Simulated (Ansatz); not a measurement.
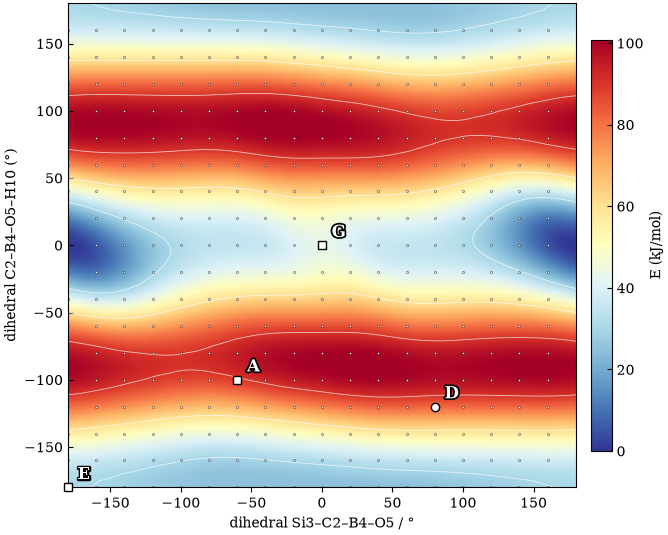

CH5BO2Si, SMILES O=C([SiH3])BO. The first coordinate is: dihedral Si3–C2–B4–O5; the second: dihedral C2–B4–O5–H10. Nothing is relaxed (all other coordinates rigid). Grid: 18 × 18 points. Points are written as (first, second). All energies are given in kJ/mol relative to the lowest grid point. These are results of Ansatz 0.2.0, RKS PBE0-D4/def2-SVP, not measurements.

In the figure: a smooth colour map with a few white contour lines, dots at the grid points, lettered points. Between grid points the surface is interpolated.

**Is G the lowest point of the computed grid?**

No. G lies 43 kJ/mol above the lowest grid point, which is at (−180°, 0°).

**What kind of point is each of D, E, G: minimum, saddle, maximum or slope?**

D: on a slope; E: saddle point; G: saddle point. (In these two coordinates alone; a stationary point may lie a little off the grid point.)

**Rank the lettered points by energy, lowest first.**

E (30 kJ/mol), G (43 kJ/mol), D (82 kJ/mol), A (89 kJ/mol).
